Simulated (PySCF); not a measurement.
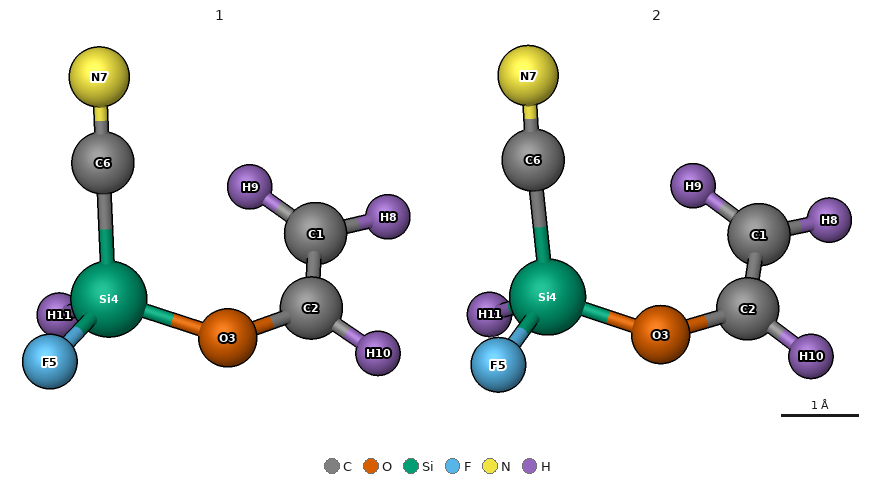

Two geometries of C3H4FNOSi, drawn at one scale. One is the start of a relaxation, the other its converged end. The picture is a ball-and-stick view, seen at a tilt.

Computed with PBE0-D3(BJ)/def2-SVP geometry optimisation, gas phase (PySCF 2.14.0, density-fitted response routines). 

Which of the two is the end point?

Answer. Structure 1 is the relaxed one. The start comes from GFN2-xTB. Its atoms were then displaced at random by about 0.01 Å. The energy falls by 0.246 eV in 6 geometry steps. F5 moves most after the best rigid fit: 0.16 Å. Largest moves by element: F 0.16 Å, N 0.11 Å, H 0.11 Å, C 0.10 Å, O 0.08 Å, Si 0.05 Å. Some distances before and after: O3–Si4 1.565 → 1.643 Å, Si4–C6 1.883 → 1.852 Å, Si4–H11 1.446 → 1.475 Å, C1–H8 1.067 → 1.090 Å. Bond angles that change, for instance: O3–Si4–F5 100.8° → 106.3°, O3–Si4–H11 118.1° → 113.6°, C2–C1–H8 122.8° → 119.2°. The run took 44 s on 1 thread of Arm Neoverse V1, with other jobs on the host.
